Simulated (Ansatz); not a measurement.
**Molecular dynamics, with input and output: CH$_{4}$AlNO (part 1 of 3)**

- system: CH$_{4}$AlNO, SMILES [NH2][AlH][CH]=O
- method: UKS r2SCAN-d3bjatm/def2-SVP (Ansatz 0.2.0)

The geometry comes from this level: PBE0-D4/def2-TZVP. Figures and captions count atoms from 1; the log counts them from 0 in places.

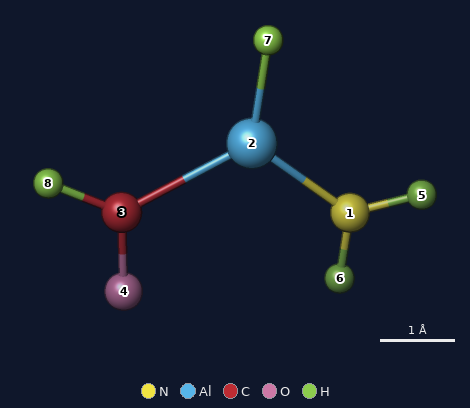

*The input geometry (ball-and-stick view, seen at a tilt; atoms are numbered from 1 in the order of the input). Sticks mark near contacts.*

**The input**
```yaml
crystal:
  periodic: [false, false, false]
  atoms:
    - {symbol: N, position_ang: [-0.601561, 1.119545, -0.859374]}
    - {symbol: Al, position_ang: [0.699498, 0.376085, 0.059353]}
    - {symbol: C, position_ang: [0.147554, -1.421091, 0.811143]}
    - {symbol: O, position_ang: [-0.978778, -1.797300, 0.565964]}
    - {symbol: H, position_ang: [-0.580350, 2.008027, -1.331160]}
    - {symbol: H, position_ang: [-1.498057, 0.672130, -0.973800]}
    - {symbol: H, position_ang: [2.108010, 1.077032, 0.240201]}
    - {symbol: H, position_ang: [0.795784, -2.091528, 1.431772]}
basis:
  gaussian: {orbitals: def2-SVP}
magnetization: {spin_polarized: true, initial_magnetization: 0}
hamiltonian: {xc: {name: r2SCAN}, dispersion: d3bjatm}
md: {timestep: 2 fs, n_steps: 50, ensemble: nve, temperature: 500, initial_velocities: maxwell_boltzmann, seed: 372}
```

Hardware: 2 threads of Arm Neoverse V1, 23 GiB of memory available, shared host.

Run as:
```bash
ansatz run in.yaml --threads 2 --pin off --events-out ev --progress --plain --max-ram 4352MiB
```

**Log**
```
Functional definition: r2SCAN
  name "r2SCAN"
  cite "Furness, Kaplan, Ning, Perdew & Sun, J. Phys. Chem. Lett. 11, 8208 (2020) doi:10.1021/acs.jpclett.0c02405"
  cite "Furness, Kaplan, Ning, Perdew & Sun, J. Phys. Chem. Lett. 11, 9248 (2020) doi:10.1021/acs.jpclett.0c03077"
  parent r2scan
  parameter k0 = 0.174
  parameter k1 = 0.065
  parameter a1 = 4.9479
  exchange = r2scan_x(k0 = k0, k1 = k1, a1 = a1)
  correlation = r2scan_c
898 factors; their error is unknown
mean field evaluation 1: about -11217.1375 eV, gradient 4.9e1 eV
mean field evaluation 2: about -11173.7231 eV, gradient 9.7e1 eV
mean field evaluation 4: about -11226.3821 eV, gradient 1.4e1 eV
mean field evaluation 8: about -11227.1615 eV, gradient 1.4e-1 eV
mean field evaluation 16: about -11227.1165 eV, gradient 2.8e-5 eV
mean field -11227.11646417 eV, -412.5889200453 hartree, gradient 2.8e-5 eV, S^2 0.000000; 1 other end points of the search recorded, 0 dependent functions left out
the calculation of the forces begins
reference -11227.11647653 eV, -412.5889204995 hartree; 19, 19 occupied and 61, 61 virtual orbitals, 898 factors
md step     0: t =     0.00 fs  T =   500.0 K  F+E_penalty+E_count = -11227.15162672 eV  E_kin = 0.387780 eV  conserved = -11226.76384672 eV  (38 SCF iters)
these checks for a lower state are left out or cut short: starts, cluster_reference, orbital_swaps, neighbouring_geometries, increment
898 factors; their error is unknown
mean field -11227.01919169 eV, -412.5853453477 hartree, gradient 1.0e-5 eV, S^2 0.000000; 0 other end points of the search recorded, 0 dependent functions left out
the calculation of the forces begins
reference -11227.01920412 eV, -412.5853458046 hartree; 19, 19 occupied and 61, 61 virtual orbitals, 898 factors
md step     1: t =     2.00 fs  T =   405.0 K  F+E_penalty+E_count = -11227.05438154 eV  E_kin = 0.314123 eV  conserved = -11226.74025837 eV  (35 SCF iters, 3 dispersion substeps)
[... from here on the SCF iterations and repeated set-up lines of each step are left out, up to the last step ...]
md step     2: t =     4.00 fs  T =   324.0 K  F+E_penalty+E_count = -11226.99423982 eV  E_kin = 0.251302 eV  conserved = -11226.74293732 eV  (35 SCF iters, 3 dispersion substeps)
md step     3: t =     6.00 fs  T =   322.3 K  F+E_penalty+E_count = -11226.99230239 eV  E_kin = 0.249994 eV  conserved = -11226.74230815 eV  (35 SCF iters, 3 dispersion substeps)
md step     4: t =     8.00 fs  T =   339.1 K  F+E_penalty+E_count = -11227.02414524 eV  E_kin = 0.262992 eV  conserved = -11226.76115274 eV  (37 SCF iters, 3 dispersion substeps)
md step     5: t =    10.00 fs  T =   203.7 K  F+E_penalty+E_count = -11226.88880443 eV  E_kin = 0.157991 eV  conserved = -11226.73081318 eV  (38 SCF iters, 3 dispersion substeps)
md step     6: t =    12.00 fs  T =   168.2 K  F+E_penalty+E_count = -11226.88171417 eV  E_kin = 0.130425 eV  conserved = -11226.75128889 eV  (38 SCF iters, 3 dispersion substeps)
md step     7: t =    14.00 fs  T =   153.1 K  F+E_penalty+E_count = -11226.85558805 eV  E_kin = 0.118773 eV  conserved = -11226.73681531 eV  (36 SCF iters, 3 dispersion substeps)
md step     8: t =    16.00 fs  T =   229.8 K  F+E_penalty+E_count = -11226.92901113 eV  E_kin = 0.178220 eV  conserved = -11226.75079119 eV  (38 SCF iters, 3 dispersion substeps)
md step     9: t =    18.00 fs  T =   251.1 K  F+E_penalty+E_count = -11226.94227794 eV  E_kin = 0.194720 eV  conserved = -11226.74755767 eV  (37 SCF iters, 3 dispersion substeps)
md step    10: t =    20.00 fs  T =   229.1 K  F+E_penalty+E_count = -11226.92542706 eV  E_kin = 0.177705 eV  conserved = -11226.74772237 eV  (35 SCF iters, 3 dispersion substeps)
md step    11: t =    22.00 fs  T =   254.1 K  F+E_penalty+E_count = -11226.93672765 eV  E_kin = 0.197041 eV  conserved = -11226.73968688 eV  (35 SCF iters, 3 dispersion substeps)
md step    12: t =    24.00 fs  T =   357.2 K  F+E_penalty+E_count = -11227.03202683 eV  E_kin = 0.277008 eV  conserved = -11226.75501833 eV  (36 SCF iters, 3 dispersion substeps)
md step    13: t =    26.00 fs  T =   336.4 K  F+E_penalty+E_count = -11227.01510875 eV  E_kin = 0.260891 eV  conserved = -11226.75421790 eV  (36 SCF iters, 3 dispersion substeps)
md step    14: t =    28.00 fs  T =   229.1 K  F+E_penalty+E_count = -11226.91505201 eV  E_kin = 0.177700 eV  conserved = -11226.73735225 eV  (35 SCF iters, 3 dispersion substeps)
md step    15: t =    30.00 fs  T =   216.2 K  F+E_penalty+E_count = -11226.91436113 eV  E_kin = 0.167700 eV  conserved = -11226.74666089 eV  (36 SCF iters, 3 dispersion substeps)
md step    16: t =    32.00 fs  T =   237.7 K  F+E_penalty+E_count = -11226.92317848 eV  E_kin = 0.184355 eV  conserved = -11226.73882309 eV  (37 SCF iters, 3 dispersion substeps)
md step    17: t =    34.00 fs  T =   329.6 K  F+E_penalty+E_count = -11227.01386874 eV  E_kin = 0.255636 eV  conserved = -11226.75823283 eV  (37 SCF iters, 3 dispersion substeps)
md step    18: t =    36.00 fs  T =   313.7 K  F+E_penalty+E_count = -11226.98423670 eV  E_kin = 0.243270 eV  conserved = -11226.74096627 eV  (37 SCF iters, 3 dispersion substeps)
md step    19: t =    38.00 fs  T =   292.3 K  F+E_penalty+E_count = -11226.97182355 eV  E_kin = 0.226718 eV  conserved = -11226.74510557 eV  (37 SCF iters, 3 dispersion substeps)
md step    20: t =    40.00 fs  T =   320.6 K  F+E_penalty+E_count = -11226.98848807 eV  E_kin = 0.248648 eV  conserved = -11226.73984056 eV  (40 SCF iters, 3 dispersion substeps)
md step    21: t =    42.00 fs  T =   392.6 K  F+E_penalty+E_count = -11227.06564310 eV  E_kin = 0.304473 eV  conserved = -11226.76117012 eV  (36 SCF iters, 3 dispersion substeps)
md step    22: t =    44.00 fs  T =   292.4 K  F+E_penalty+E_count = -11226.96181336 eV  E_kin = 0.226785 eV  conserved = -11226.73502801 eV  (35 SCF iters, 3 dispersion substeps)
md step    23: t =    46.00 fs  T =   249.4 K  F+E_penalty+E_count = -11226.94278559 eV  E_kin = 0.193441 eV  conserved = -11226.74934448 eV  (36 SCF iters, 3 dispersion substeps)
md step    24: t =    48.00 fs  T =   225.8 K  F+E_penalty+E_count = -11226.91666080 eV  E_kin = 0.175101 eV  conserved = -11226.74156015 eV  (36 SCF iters, 3 dispersion substeps)
md step    25: t =    50.00 fs  T =   234.4 K  F+E_penalty+E_count = -11226.92953890 eV  E_kin = 0.181761 eV  conserved = -11226.74777830 eV  (37 SCF iters, 3 dispersion substeps)
md step    26: t =    52.00 fs  T =   210.9 K  F+E_penalty+E_count = -11226.91211963 eV  E_kin = 0.163549 eV  conserved = -11226.74857059 eV  (36 SCF iters, 3 dispersion substeps)
md step    27: t =    54.00 fs  T =   145.4 K  F+E_penalty+E_count = -11226.85832210 eV  E_kin = 0.112745 eV  conserved = -11226.74557672 eV  (36 SCF iters, 3 dispersion substeps)
md step    28: t =    56.00 fs  T =   129.1 K  F+E_penalty+E_count = -11226.83784719 eV  E_kin = 0.100086 eV  conserved = -11226.73776074 eV  (38 SCF iters, 3 dispersion substeps)
md step    29: t =    58.00 fs  T =   220.6 K  F+E_penalty+E_count = -11226.92220777 eV  E_kin = 0.171104 eV  conserved = -11226.75110390 eV  (36 SCF iters, 3 dispersion substeps)
md step    30: t =    60.00 fs  T =   243.3 K  F+E_penalty+E_count = -11226.94271982 eV  E_kin = 0.188715 eV  conserved = -11226.75400485 eV  (36 SCF iters, 3 dispersion substeps)
md step    31: t =    62.00 fs  T =   170.1 K  F+E_penalty+E_count = -11226.86575133 eV  E_kin = 0.131959 eV  conserved = -11226.73379219 eV  (35 SCF iters, 3 dispersion substeps)
md step    32: t =    64.00 fs  T =   207.2 K  F+E_penalty+E_count = -11226.90901447 eV  E_kin = 0.160693 eV  conserved = -11226.74832122 eV  (36 SCF iters, 3 dispersion substeps)
md step    33: t =    66.00 fs  T =   248.7 K  F+E_penalty+E_count = -11226.93628344 eV  E_kin = 0.192846 eV  conserved = -11226.74343735 eV  (36 SCF iters, 3 dispersion substeps)
md step    34: t =    68.00 fs  T =   296.6 K  F+E_penalty+E_count = -11226.98288767 eV  E_kin = 0.230003 eV  conserved = -11226.75288513 eV  (36 SCF iters, 3 dispersion substeps)
md step    35: t =    70.00 fs  T =   258.0 K  F+E_penalty+E_count = -11226.94327448 eV  E_kin = 0.200120 eV  conserved = -11226.74315454 eV  (37 SCF iters, 3 dispersion substeps)
md step    36: t =    72.00 fs  T =   222.4 K  F+E_penalty+E_count = -11226.91865821 eV  E_kin = 0.172462 eV  conserved = -11226.74619665 eV  (36 SCF iters, 3 dispersion substeps)
md step    37: t =    74.00 fs  T =   242.1 K  F+E_penalty+E_count = -11226.92840709 eV  E_kin = 0.187726 eV  conserved = -11226.74068084 eV  (37 SCF iters, 3 dispersion substeps)
md step    38: t =    76.00 fs  T =   319.6 K  F+E_penalty+E_count = -11227.00541304 eV  E_kin = 0.247891 eV  conserved = -11226.75752220 eV  (37 SCF iters, 3 dispersion substeps)
md step    39: t =    78.00 fs  T =   250.3 K  F+E_penalty+E_count = -11226.93882463 eV  E_kin = 0.194107 eV  conserved = -11226.74471799 eV  (36 SCF iters, 3 dispersion substeps)
md step    40: t =    80.00 fs  T =   196.5 K  F+E_penalty+E_count = -11226.89270547 eV  E_kin = 0.152416 eV  conserved = -11226.74028979 eV  (36 SCF iters, 3 dispersion substeps)
md step    41: t =    82.00 fs  T =   244.4 K  F+E_penalty+E_count = -11226.93703864 eV  E_kin = 0.189580 eV  conserved = -11226.74745841 eV  (36 SCF iters, 3 dispersion substeps)
md step    42: t =    84.00 fs  T =   280.6 K  F+E_penalty+E_count = -11226.96409107 eV  E_kin = 0.217638 eV  conserved = -11226.74645268 eV  (38 SCF iters, 3 dispersion substeps)
md step    43: t =    86.00 fs  T =   277.9 K  F+E_penalty+E_count = -11226.96940595 eV  E_kin = 0.215545 eV  conserved = -11226.75386071 eV  (40 SCF iters, 3 dispersion substeps)
md step    44: t =    88.00 fs  T =   201.7 K  F+E_penalty+E_count = -11226.89512029 eV  E_kin = 0.156467 eV  conserved = -11226.73865358 eV  (36 SCF iters, 3 dispersion substeps)
md step    45: t =    90.00 fs  T =   188.2 K  F+E_penalty+E_count = -11226.88868673 eV  E_kin = 0.145973 eV  conserved = -11226.74271418 eV  (38 SCF iters, 3 dispersion substeps)
md step    46: t =    92.00 fs  T =   257.1 K  F+E_penalty+E_count = -11226.94414633 eV  E_kin = 0.199399 eV  conserved = -11226.74474699 eV  (37 SCF iters, 3 dispersion substeps)
md step    47: t =    94.00 fs  T =   321.6 K  F+E_penalty+E_count = -11227.00782248 eV  E_kin = 0.249432 eV  conserved = -11226.75839026 eV  (37 SCF iters, 3 dispersion substeps)
md step    48: t =    96.00 fs  T =   222.9 K  F+E_penalty+E_count = -11226.90579682 eV  E_kin = 0.172837 eV  conserved = -11226.73296022 eV  (36 SCF iters, 3 dispersion substeps)
md step    49: t =    98.00 fs  T =   225.5 K  F+E_penalty+E_count = -11226.92217783 eV  E_kin = 0.174889 eV  conserved = -11226.74728860 eV  (36 SCF iters, 3 dispersion substeps)
these checks for a lower state are left out or cut short: starts, cluster_reference, orbital_swaps, neighbouring_geometries, increment
898 factors; their error is unknown
mean field -11226.93207651 eV, -412.5821439237 hartree, gradient 1.8e-5 eV, S^2 0.000000; 0 other end points of the search recorded, 0 dependent functions left out
the calculation of the forces begins
reference -11226.93208873 eV, -412.5821443730 hartree; 19, 19 occupied and 61, 61 virtual orbitals, 898 factors
898 factors; their error is unknown
mean field evaluation 416: about -11226.9726 eV, gradient 1.3e-1 eV
mean field -11226.93207651 eV, -412.5821439237 hartree, gradient 1.8e-5 eV, S^2 0.000000; 2 other end points of the search recorded, 0 dependent functions left out
the calculation of the forces begins
reference -11226.93208873 eV, -412.5821443730 hartree; 19, 19 occupied and 61, 61 virtual orbitals, 898 factors
md step    50: t =   100.00 fs  T =   287.5 K  F+E_penalty+E_count = -11226.96749290 eV  E_kin = 0.222935 eV  conserved = -11226.74455802 eV  (41 SCF iters, 3 dispersion substeps)
```

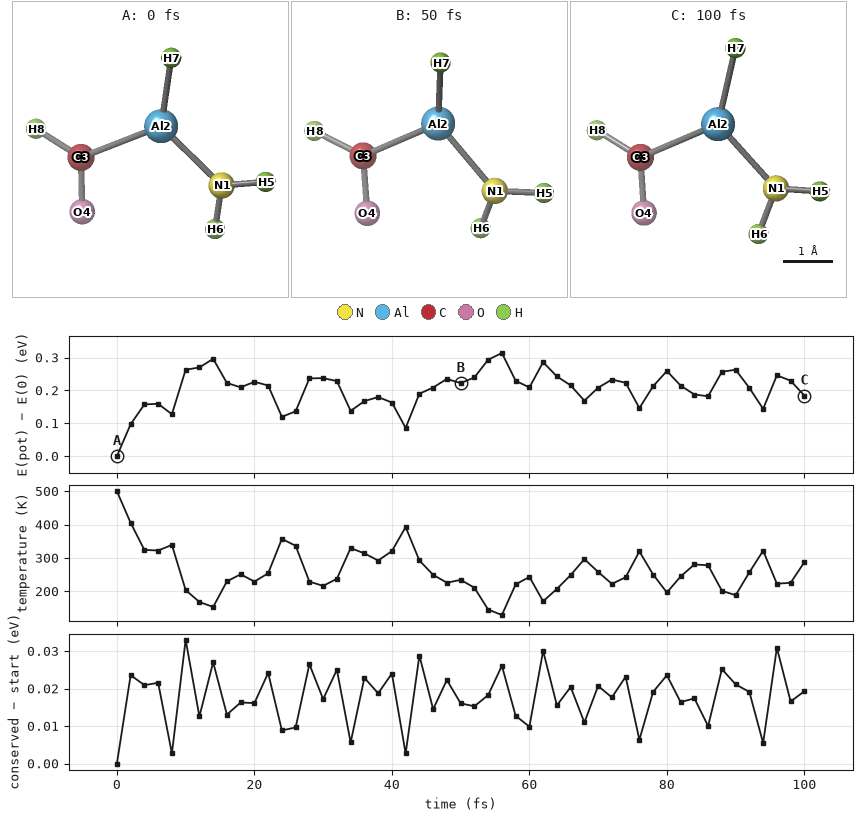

*Frames of the molecular dynamics (ball-and-stick, seen at a tilt) above the curves, on which the letters mark them.*

The trajectory kept here has 51 frames over 100 fs. The temperature starts at 500 K, ranges from 129 to 500 K and averages 235 K over the second half. The potential energy ends 0.184 eV above its first value. The conserved quantity stays within 0.033 eV. After an unweighted best fit of the last frame on the first, the root-mean-square displacement is 0.16 Å.

```
Total energy: -11226.96750513 eV, -412.5834459016 hartree
Atom 0 at    -0.688656     1.031973    -0.775790 Å, force    -0.073496    -0.717619    -0.436638 eV/Å
Atom 1 at     0.778084     0.367874     0.039169 Å, force    -0.033246     0.748870     0.354894 eV/Å
Atom 2 at     0.112739    -1.386916     0.841020 Å, force     0.780054     0.032855     0.439342 eV/Å
Atom 3 at    -0.990277    -1.718525     0.481417 Å, force    -1.039897    -0.160604    -0.533188 eV/Å
Atom 4 at    -0.726833     1.867342    -1.374348 Å, force    -0.192008    -0.495114     0.312144 eV/Å
Atom 5 at    -1.484264     0.363234    -0.967509 Å, force     1.082101     1.056158     0.277697 eV/Å
Atom 6 at     2.155139     1.256720     0.439413 Å, force    -0.867452    -0.573933    -0.422897 eV/Å
Atom 7 at     0.585406    -2.042506     1.634187 Å, force     0.343944     0.109388     0.008646 eV/Å
Dipole moment:     0.188045     0.173744    -0.218179 e Å
```

**Trajectory as extended XYZ (Å, eV, eV/Å), 51 frames, from step=0 to step=50**
```
8
Properties=species:S:1:pos:R:3:forces:R:3 step=0 time_fs=0.0 energy=-11227.15163 temperature=500.0
N    -0.6016    1.1195   -0.8594    0.2280  -0.0841   0.1361
Al    0.6995    0.3761    0.0594    0.2022  -0.1281   0.1495
C     0.1476   -1.4211    0.8111    0.3479   0.3590  -0.0554
O    -0.9788   -1.7973    0.5660   -0.6762  -0.1527  -0.1867
H    -0.5804    2.0080   -1.3312   -0.0563   0.3488  -0.2108
H    -1.4981    0.6721   -0.9738   -0.3725  -0.1527  -0.0656
H     2.1080    1.0770    0.2402    0.0326   0.0532  -0.0158
H     0.7958   -2.0915    1.4318    0.2944  -0.2434   0.2487
8
Properties=species:S:1:pos:R:3:forces:R:3 step=1 time_fs=2.0 energy=-11227.05438 temperature=405.0
N    -0.6218    1.1181   -0.8551    1.2971  -0.5841   0.8173
Al    0.7136    0.3721    0.0587   -1.3233  -0.4339  -0.2168
C     0.1408   -1.4183    0.8117    1.5442  -0.2032   0.7466
O    -0.9734   -1.7894    0.5612   -1.5456  -0.2928  -0.4778
H    -0.5675    1.9733   -1.3509    0.0797   1.1317  -0.5984
H    -1.5112    0.7059   -1.0041   -1.0617  -0.6328  -0.1021
H     2.0295    1.0810    0.2739    1.0382   0.5698   0.1026
H     0.7721   -2.1285    1.4759   -0.0286   0.4454  -0.2715
8
Properties=species:S:1:pos:R:3:forces:R:3 step=2 time_fs=4.0 energy=-11226.99424 temperature=324.0
N    -0.6384    1.1150   -0.8486    0.2530   0.1494  -0.2415
Al    0.7258    0.3676    0.0577   -2.0844  -0.5166  -0.4422
C     0.1391   -1.4161    0.8146    1.8214  -0.5701   1.0950
O    -0.9717   -1.7822    0.5553   -1.7479  -0.2607  -0.6020
H    -0.5515    1.9820   -1.3936   -0.0261  -0.3361   0.3161
H    -1.5651    0.7155   -1.0384    0.4776  -0.0264   0.2127
H     1.9908    1.1069    0.3116    1.3973   0.7938   0.1657
H     0.7474   -2.1485    1.5096   -0.0910   0.7667  -0.5038
```
